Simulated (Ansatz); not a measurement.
CHGeSb (triplet)

The calculation's input:

```
basis:
  gaussian:
    orbitals: def2-TZVPD
crystal:
  periodic: [false, false, false]
  atoms:
    - {symbol: C, position_ang: [-0.132697, 0.021139, 0.600859]}
    - {symbol: Ge, position_ang: [0.670124, 1.195095, -0.517141]}
    - {symbol: Sb, position_ang: [1.153602, -1.671319, 0.587303]}
    - {symbol: H, position_ang: [-1.031509, -0.043605, 1.230289]}
magnetization:
  spin_polarized: true
  initial_magnetization: 2
hamiltonian:
  xc: {name: PBE0}
output:
  forces: true
  orbitals: {seedname: orbitals}
```

Command:

```sh
ansatz run input.yaml --threads 1 --pin off --max-ram 2610MiB --events-out events.jsonl --progress --plain --runs-dir runs
```

Geometry: r2SCAN-D4/def2-SVP; core potentials replace the inner electrons of Sb.

Level of theory: Ansatz, isolated molecule in a Gaussian basis; Kohn-Sham density functional theory, functional PBE0.

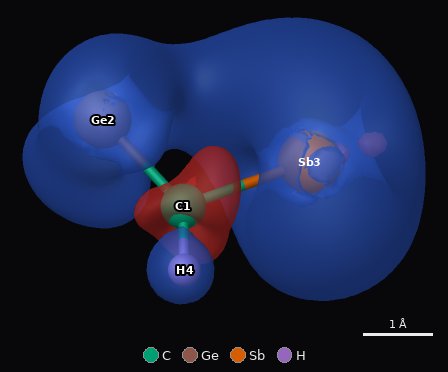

Figure 1. Isosurfaces of the spin density at +0.015 (blue) and −0.015 e/Å³ (red), seen at a tilt.

**Describe the spin distribution.**

The unpaired spin (2 electrons) lies mostly on Sb3 (about 1.6) and Ge2 (about 0.4), in electrons by Hirshfeld's partition.

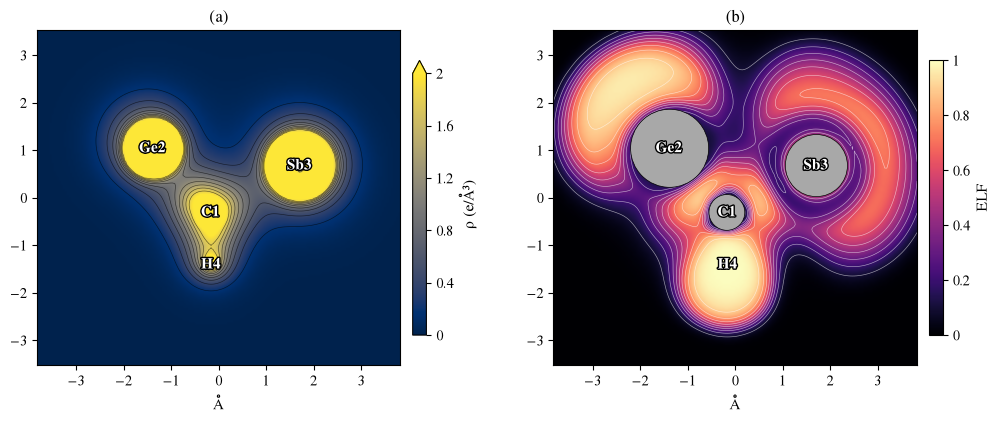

Figure 2. (a) electron density; (b) electron localisation function on the molecular plane. Grey discs cover the atomic cores in the ELF map.

**Read the bonding off the picture.**

Atoms in the plane: C, Ge, Sb and H.
C–Ge (1.81 Å): ρ at the midpoint is about 1 e/Å³; the ELF peaks at about 0.85 in the valence shell of C, 0.7 Å from its nucleus, and is about 0.50 at the midpoint.
C–Sb (2.13 Å): ρ at the midpoint is about 0.72 e/Å³; the ELF peaks at about 0.85 in the valence shell of C, 0.7 Å from its nucleus, and drops to about 0.20 between the two atoms.
C–H (1.10 Å): ρ at the midpoint is about 1.9 e/Å³; the ELF climbs to about 1 towards the hydrogen, as it does in any bond to H (an ordinary covalent bond to hydrogen).

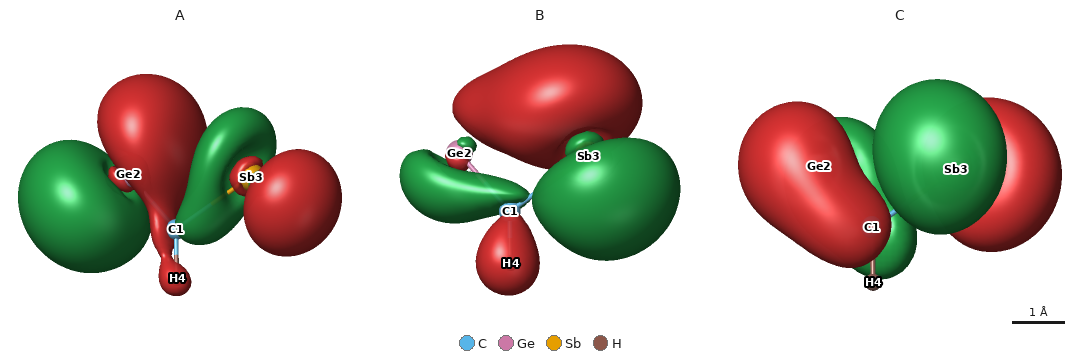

Figure 3. Three frontier orbitals at ±0.08 Å⁻³ᐟ² (green and red are the two phases), in no order.

**Order the three orbitals by energy and name them. All are α orbitals.**

B is the HOMO−1 (α) (−6.40 eV). It lies mainly on Sb3 (about 75 %) and Ge2 (about 15 %); it is symmetric in the molecular plane (an in-plane orbital: σ, lone-pair or in-plane π type). C is the HOMO (α) (−5.13 eV). Its weight (Hirshfeld) is mainly on Sb3 (about 60 %), Ge2 (about 25 %) and C1 (about 15 %); it changes sign across the molecular plane (π type); π-bonding across C1–Ge2. A is the LUMO (α) (−2.30 eV). By Hirshfeld shares it lies mainly on Ge2 (about 70 %) and Sb3 (about 25 %); it is symmetric in the molecular plane (an in-plane orbital: σ, lone-pair or in-plane π type).

**What is the gap between the highest occupied and lowest empty α orbitals?**

2.83 eV between the orbital energies.
